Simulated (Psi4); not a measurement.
# C3H10Si (trimethylsilane): B2PLYP/cc-pVDZ (density fitting for correlation)

What is the vertical ionisation energy of C3H10Si (trimethylsilane) at B2PLYP/cc-pVDZ (density fitting for correlation)? 

Program for the calculation: Psi4 1.11.

1 further run of the same task is left out (set aside as unsound or not needed).

## Step 1: Starting point

C3H10Si: 14 atoms, total charge 0, spin state singlet. As SMILES, `C[SiH](C)C`. The coordinates come from a PBE0-D4/def2-TZVP relaxation.

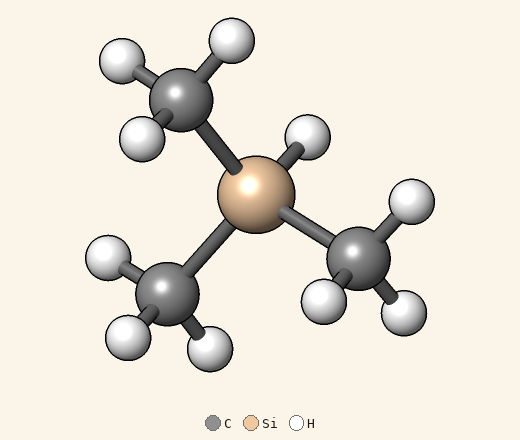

The structure, seen from a chosen angle (carbon grey, silicon light orange, hydrogen white).

## Step 2: The energy at B2PLYP/cc-pVDZ (density fitting for correlation)

Contents of c3h10si.json:

```json
{
  "schema_name": "qcschema_input",
  "schema_version": 1,
  "molecule": {
    "schema_name": "qcschema_molecule",
    "schema_version": 2,
    "symbols": ["C", "Si", "C", "C", "H", "H", "H", "H", "H", "H", "H", "H", "H", "H"],
    "geometry": [-1.80808996, 2.0458175, -1.96229161, -0.64023921, -0.02759, 0.65932544, 2.34212656, 1.29276164, 2.03674682, -0.09694295, -3.31968188, -0.52458797, -3.5679919, 1.31751705, -2.7607009, -2.16543717, 3.96596822, -1.29087192, -0.41876331, 2.15674443, -3.48824545, -2.60687719, -0.11206076, 2.68416699, 3.83425431, 1.38611411, 0.61000359, 3.02696331, 0.11999761, 3.59274731, 2.04430572, 3.20138503, 2.76712596, -1.83076667, -4.12716186, -1.30353308, 1.3358474, -3.33971298, -2.01388113, 0.55161106, -4.56009811, 0.99399594],
    "molecular_charge": 0,
    "molecular_multiplicity": 1,
    "fix_symmetry": "c1",
    "fix_com": true,
    "fix_orientation": true
  },
  "driver": "energy",
  "model": {
    "method": "b2plyp",
    "basis": "cc-pVDZ"
  },
  "keywords": {
    "puream": true,
    "e_convergence": 1e-09,
    "d_convergence": 1e-08,
    "scf_type": "pk",
    "dft_radial_points": 99,
    "dft_spherical_points": 590,
    "num_frozen_docc": 8
  }
}
```

Command:

```bash
psi4 --qcschema c3h10si.json -n 1 --memory 1600MB
```

stdout (excerpt; [...] marks lines left out):

```text
[...]
  Running in c1 symmetry.
[...]
  Nuclear repulsion =  175.332631918618233
[...]
  Multiplicity = 1
[...]
  Nalpha       = 21
  Nbeta        = 21
[...]
    Number of basis functions: 110
[...]
   @RKS iter   1:  -409.06522344489565   -4.60367e-01   7.02253e-03 ADIIS/DIIS
[...]
   @RKS iter   9:  -409.38840767467241   -1.22782e-11   4.75275e-09 DIIS
[...]
    Orbital Energies [Eh]
    ---------------------
    Doubly Occupied:
       1A    -67.223347     2A    -10.597830     3A    -10.597827
       4A    -10.597821     5A     -5.614212     6A     -3.867829
       7A     -3.867511     8A     -3.867511     9A     -0.819387
      10A     -0.780102    11A     -0.780090    12A     -0.546770
      13A     -0.481936    14A     -0.470334    15A     -0.470318
      16A     -0.451669    17A     -0.451652    18A     -0.441301
      19A     -0.359510    20A     -0.353928    21A     -0.353908
[...]
  @RKS Final Energy:  -409.38840767467241
   => Energetics <=
    Nuclear Repulsion Energy =            175.3326319186182332
    One-Electron Energy =                -909.4161472632574714
    Two-Electron Energy =                 344.2842623745664241
    DFT Exchange-Correlation Energy =     -19.5891547045996539
    Empirical Dispersion Energy =           0.0000000000000000
    VV10 Nonlocal Energy =                  0.0000000000000000
    Total Energy =                       -409.3884076746724077
[...]
 Multipole Moments:
 ------------------------------------------------------------------------------------
     Multipole            Electronic (a.u.)      Nuclear  (a.u.)        Total (a.u.)
 ------------------------------------------------------------------------------------
 L = 1.  Multiply by 2.5417464519 to convert [e a0] to [Debye]
 Dipole X            :          6.2998982           -6.1376415            0.1622567
 Dipole Y            :          0.2710050           -0.2641837            0.0068213
 Dipole Z            :         -6.4874674            6.3205669           -0.1669005
 Magnitude           :                                                    0.2328724
[...]
```

The result, in JSON:

```text
{
 "driver": "energy",
 "model": {
  "method": "b2plyp",
  "basis": "cc-pVDZ"
 },
 "success": true,
 "return_result": -409.5682484925392,
 "properties": {
  "calcinfo_nbasis": 110,
  "calcinfo_nmo": 110,
  "calcinfo_nalpha": 21,
  "calcinfo_nbeta": 21,
  "calcinfo_natom": 14,
  "nuclear_repulsion_energy": 175.33263191861823,
  "return_energy": -409.5682484925392,
  "scf_one_electron_energy": -909.4161472632575,
  "scf_two_electron_energy": 344.2842623745664,
  "scf_xc_energy": -19.589154704599654,
  "scf_dipole_moment": [0.16225669304572943, 0.0068213080996235576, -0.1669005365418581],
  "scf_total_energy": -409.3884076746724,
  "scf_iterations": 9
 }
}
```

Run time: 54 s. Hardware: 1 thread of AMD EPYC 7R43 (Zen 3), shared host; peak memory 0.67 GiB.

## Step 3: The doublet cation, same level

Contents of run_ase.py:

```python
import numpy as np
from ase.calculators.psi4 import Psi4
from ase import Atoms

a = Atoms(['C', 'Si', 'C', 'C', 'H', 'H', 'H', 'H', 'H', 'H', 'H', 'H', 'H', 'H'], positions=[
    [-0.956800, 1.082600, -1.038400],
    [-0.338800, -0.014600, 0.348900],
    [1.239400, 0.684100, 1.077800],
    [-0.051300, -1.756700, -0.277600],
    [-1.888100, 0.697200, -1.460900],
    [-1.145900, 2.098700, -0.683100],
    [-0.221600, 1.141300, -1.845900],
    [-1.379500, -0.059300, 1.420400],
    [2.029000, 0.733500, 0.322800],
    [1.601800, 0.063500, 1.901200],
    [1.081800, 1.694100, 1.464300],
    [-0.968800, -2.184000, -0.689800],
    [0.706900, -1.767300, -1.065700],
    [0.291900, -2.413100, 0.526000],
])
calc = Psi4(atoms=a, method='b2plyp', basis='cc-pVDZ', memory='1600MB', num_threads=1, charge=1, multiplicity=2, label='psi4-calc', reference='uks')
calc.psi4.set_options({'puream': True, 'e_convergence': 1e-09, 'd_convergence': 1e-08, 'scf_type': 'pk', 'dft_radial_points': 99, 'dft_spherical_points': 590, 'num_frozen_docc': 8, 'maxiter': 200})
a.calc = calc

print(f'energy: {a.get_potential_energy():.6f} eV')
```

Command:

```bash
python run_ase.py
```

psi4-calc.dat (excerpt; [...] marks lines left out):

```text
[...]
  Running in c1 symmetry.
[...]
  Nuclear repulsion =  175.332631854346999
[...]
  Multiplicity = 2
[...]
  Nalpha       = 21
  Nbeta        = 20
[...]
    Number of basis functions: 110
[...]
   @UKS iter   1:  -408.70647813294721   -1.01622e-01   6.54025e-03 ADIIS/DIIS
[...]
   @UKS iter  16:  -408.99265323409702   -3.12639e-12   5.05596e-09 DIIS
[...]
   @S^2 Observed:                7.610991089E-01
[...]
    Orbital Energies [Eh]
    ---------------------
    Alpha Occupied:
       1A    -67.482356     2A    -10.805351     3A    -10.805337
       4A    -10.805270     5A     -5.873658     6A     -4.132289
       7A     -4.124484     8A     -4.124483     9A     -1.034945
      10A     -0.984534    11A     -0.984480    12A     -0.839058
      13A     -0.694590    14A     -0.668086    15A     -0.668052
      16A     -0.654685    17A     -0.654650    18A     -0.645655
      19A     -0.634533    20A     -0.569208    21A     -0.569148
    Alpha Virtual:
      22A     -0.079725    23A     -0.079720    24A     -0.079474
      25A     -0.063372    26A     -0.004701    27A     -0.000963
[...]
  @UKS Final Energy:  -408.99265323409702
   => Energetics <=
    Nuclear Repulsion Energy =            175.3326318543469995
    One-Electron Energy =                -900.0761945689162076
    Two-Electron Energy =                 335.1797457540503729
    DFT Exchange-Correlation Energy =     -19.4288362735782272
    Empirical Dispersion Energy =           0.0000000000000000
    VV10 Nonlocal Energy =                  0.0000000000000000
    Total Energy =                       -408.9926532340970198
[...]
 Multipole Moments:
 ------------------------------------------------------------------------------------
     Multipole            Electronic (a.u.)      Nuclear  (a.u.)        Total (a.u.)
 ------------------------------------------------------------------------------------
 L = 1.  Multiply by 2.5417464519 to convert [e a0] to [Debye]
 Dipole X            :         -1.3292298            0.9301532           -0.3990766
 Dipole Y            :         -0.0578180            0.0400075           -0.0178105
 Dipole Z            :          1.3695549           -0.9578712            0.4116838
 Magnitude           :                                                    0.5736400
[...]
```

Standard output:

```text
energy: -11134.091795 eV
```

Run time: 97 s. Hardware: 1 thread of AMD EPYC 7R43 (Zen 3), shared host; peak memory 0.71 GiB.

## Step 4: Summary of results

Level: B2PLYP/cc-pVDZ (density fitting for correlation), 8 core orbitals frozen.

```
                                                                quantity          value
                                           singlet C3H10Si: total energy  -409.56825 Eh
                      singlet C3H10Si: HOMO energy (SCF part's orbitals)       -9.63 eV
                      singlet C3H10Si: LUMO energy (SCF part's orbitals)        2.73 eV
                    singlet C3H10Si: HOMO–LUMO gap (SCF part's orbitals)       12.36 eV
                                            doublet cation: total energy  -409.17033 Eh
doublet cation: HOMO energy (SCF part's orbitals) (highest over α and β)      -15.07 eV
 doublet cation: LUMO energy (SCF part's orbitals) (lowest over α and β)      -11.73 eV
                                                    doublet cation: ⟨S²⟩          0.761
                      vertical ionisation energy (to the doublet cation)      10.828 eV
```

In words: The vertical ionisation energy comes to 10.83 eV (1045 kJ/mol). The negative HOMO energy of the first species, 9.63 eV, lies 1.20 eV below that difference.
